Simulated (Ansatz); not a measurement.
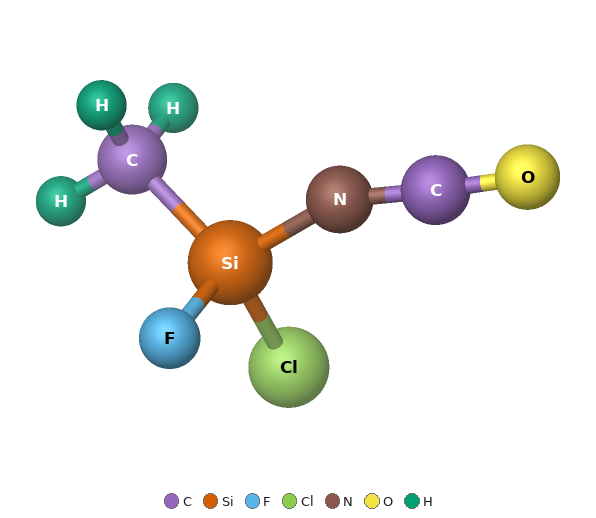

Charge +1, doublet. Geometry: the geometry of the neutral molecule. Level of theory: UKS r2SCAN-D4/def2-TZVPP (Ansatz 0.2.0).

What does the calculation give?

The species is C₂H₃ClFNOSi⁺.
- ⟨S²⟩ of the determinant: 0.758
- dispersion correction: −6.2 kJ/mol
